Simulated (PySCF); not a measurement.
**What a change does: excited-state calculation on GeSiNH7**

System: GeSiNH7, SMILES N[SiH2][GeH3].
Method of run 1: TDDFT PBE0/def2-SVP, vertical, gas phase, core orbitals frozen in the response (PySCF 2.14.0).

The geometry comes from this level: PBE0-D3(BJ)/def2-SVP. Text and figures count atoms from 1; the logs count them from 0 in places.

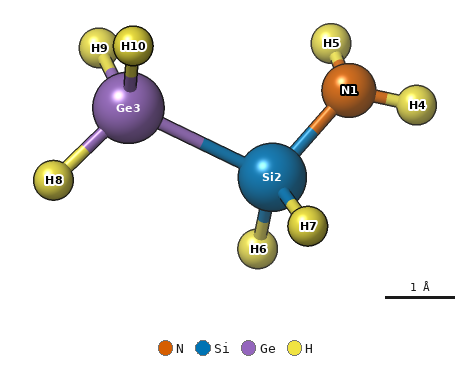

Fig. 1: The structure (ball-and-stick view, seen at an oblique angle; atoms are numbered from 1 in the order of the input). Sticks mark near contacts. Bond lengths as drawn: Ge–H 1.54 Å, Ge–Si 2.38 Å, H–N 1.01 Å, H–Si 1.50 to 1.51 Å and N–Si 1.74 Å.

**The input, run 1**
```
{"job": {"kind": "uv", "xc": "PBE0", "basis": "def2-SVP"}, "charge": 0, "multiplicity": 1}
N      1.642993     0.713003     0.485993
Si     0.630449    -0.662977     0.175658
Ge    -1.630297     0.070578     0.305942
H      2.637633     0.574399     0.630687
H      1.479114     1.568396    -0.033602
H      0.817221    -1.342917    -1.154016
H      0.918865    -1.689079     1.224094
H     -2.607268    -1.055434    -0.086680
H     -1.855815     1.250491    -0.664069
H     -1.984338     0.552862     1.725442
```

The first line tells a small driver script what to run in PySCF; the rest is the geometry in Å.

Command:
```bash
OMP_NUM_THREADS=1 python <driver script> task.json out
```

Hardware: 1 CPU thread, shared host.

**Output (run 1)**
```
coarse grid: 36256 points
cycle   1  E = -2424.5821020176  dE = -6.868e-01  |g| = 4.793e-01  |ddm| = 2.844e+00
cycle   2  E = -2424.5528054759  dE =  2.930e-02  |g| = 5.981e-01  |ddm| = 8.331e-01
cycle   3  E = -2424.6197153127  dE = -6.691e-02  |g| = 5.858e-02  |ddm| = 5.492e-01
cycle   4  E = -2424.6204709906  dE = -7.557e-04  |g| = 1.764e-02  |ddm| = 6.323e-02
cycle   5  E = -2424.6205101843  dE = -3.919e-05  |g| = 2.666e-03  |ddm| = 1.357e-02
cycle   6  E = -2424.6205118285  dE = -1.644e-06  |g| = 3.406e-04  |ddm| = 3.838e-03
final grid: 73560 points
cycle   7  E = -2424.6204950120  dE = -2.680e-08  |g| = 3.402e-04  |ddm| = 1.104e-03
cycle   8  E = -2424.6204950141  dE = -2.081e-09  |g| = 3.931e-04  |ddm| = 6.893e-04
cycle   9  E = -2424.6204950374  dE = -2.335e-08  |g| = 2.861e-05  |ddm| = 3.048e-04
cycle  10  E = -2424.6204950377  dE = -2.919e-10  |g| = 7.231e-06  |ddm| = 4.186e-05
converged SCF energy = -2424.6204950377

Static polarisability (au): isotropic 62.829, principal 55.611 59.284 73.593

Singlet excitations
state   eV       nm        f      main configurations
  1   6.0880    203.7   0.00249   H->L 0.97
  2   7.0189    176.6   0.02024   H->L+1 0.90
  3   7.3554    168.6   0.06728   H-1->L 0.84
  4   7.4528    166.4   0.04808   H->L+2 0.84
  5   7.9596    155.8   0.00412   H->L+3 0.84, H->L+4 0.09
  6   8.0790    153.5   0.03260   H-1->L+1 0.85
  7   8.2906    149.5   0.03552   H->L+4 0.66, H->L+3 0.11, H->L+5 0.10
  8   8.3334    148.8   0.01864   H-2->L 0.85
  9   8.4266    147.1   0.02948   H->L+5 0.78, H->L+4 0.13
 10   8.6208    143.8   0.12774   H-1->L+2 0.47, H-3->L 0.42

Triplet excitations (Tamm-Dancoff, eV): 5.6499 6.4284 6.5162 6.9025
```

For run 2 the input was changed thus:
```diff
-"basis": "def2-SVP"
+"basis": "6-31G*"
```

What does this change do to the results?

The total energy of run 2 is 52.6 kcal/mol lower, which measures the change of basis and not a stability. The HOMO goes from −7.18 to −7.10 eV. The lowest excitation goes from 6.09 to 6.01 eV. The strongest computed line goes from 8.62 to 8.21 eV. The number of SCF iterations is the same. The basis functions go from 99 to 78.

**Output (run 2)**
```
coarse grid: 36256 points
cycle   1  E = -2424.6661426055  dE = -6.670e-01  |g| = 4.815e-01  |ddm| = 2.665e+00
cycle   2  E = -2424.6359178640  dE =  3.022e-02  |g| = 6.047e-01  |ddm| = 7.813e-01
cycle   3  E = -2424.7035305585  dE = -6.761e-02  |g| = 5.801e-02  |ddm| = 5.209e-01
cycle   4  E = -2424.7042489959  dE = -7.184e-04  |g| = 1.715e-02  |ddm| = 5.950e-02
cycle   5  E = -2424.7042824961  dE = -3.350e-05  |g| = 2.812e-03  |ddm| = 1.157e-02
cycle   6  E = -2424.7042841554  dE = -1.659e-06  |g| = 3.519e-04  |ddm| = 3.679e-03
final grid: 73560 points
cycle   7  E = -2424.7042789730  dE = -2.356e-08  |g| = 3.725e-04  |ddm| = 1.166e-03
cycle   8  E = -2424.7042789710  dE =  1.915e-09  |g| = 4.493e-04  |ddm| = 7.563e-04
cycle   9  E = -2424.7042790024  dE = -3.140e-08  |g| = 3.501e-05  |ddm| = 3.407e-04
cycle  10  E = -2424.7042790029  dE = -4.165e-10  |g| = 1.103e-05  |ddm| = 5.159e-05
converged SCF energy = -2424.7042790029

Static polarisability (au): isotropic 58.101, principal 49.564 53.901 70.838

Singlet excitations
state   eV       nm        f      main configurations
  1   6.0115    206.2   0.00648   H->L 0.98
  2   7.0139    176.8   0.05638   H->L+1 0.93
  3   7.2774    170.4   0.06620   H-1->L 0.83, H->L+2 0.09
  4   7.4847    165.7   0.01757   H->L+2 0.87, H-1->L 0.09
  5   8.2132    151.0   0.18558   H-1->L+1 0.54, H-2->L 0.15, H->L+3 0.14
  6   8.3198    149.0   0.16303   H-2->L 0.46, H-1->L+1 0.25, H->L+3 0.18
  7   8.3667    148.2   0.00530   H->L+3 0.55, H-2->L 0.25, H-1->L+2 0.14
  8   8.4204    147.2   0.11609   H-1->L+2 0.58, H-3->L 0.13, H-2->L 0.08
  9   8.6504    143.3   0.01945   H->L+4 0.63, H->L+5 0.22
 10   8.7604    141.5   0.00382   H->L+5 0.64, H->L+4 0.21

Triplet excitations (Tamm-Dancoff, eV): 5.5974 6.4913 6.5359 6.9096
```

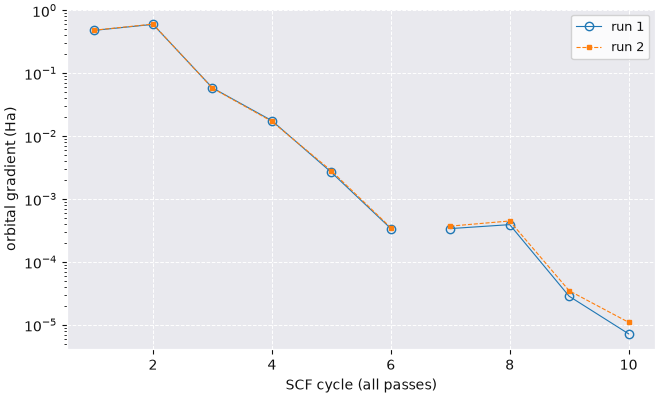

Fig. 2: Convergence of the two runs: orbital gradient against the SCF cycle. A break in a curve parts two SCF passes (coarse and final grid). Run 1 takes 10 cycles in all, and run 2 takes 10.

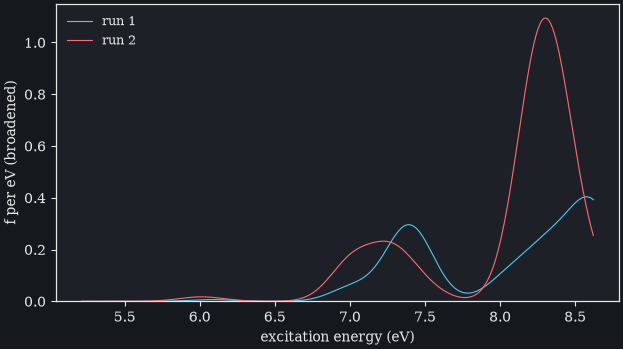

Fig. 3: Absorption of the two runs from their computed states, each broadened by a Gaussian of 0.35 eV full width; the range ends where the shorter list of states ends.

**The two runs side by side**

| quantity | run 1 | run 2 |
| --- | --- | --- |
| outcome | converged | converged |
| total energy (hartree) | −2424.620495 | −2424.704279 |
| HOMO (eV) | −7.18 | −7.10 |
| LUMO (eV) | 0.36 | 0.38 |
| dipole moment (D) | 1.60 | 1.61 |
| lowest excitation (eV) | 6.09 | 6.01 |
| SCF iterations | 10 | 10 |
| strongest computed line (eV) | 8.62 | 8.21 |
| basis functions | 99 | 78 |
| wall time (shared host) | 8.4 s | 6.6 s |

For both runs: Spin–orbit coupling is left out, which matters for the heavy atoms.
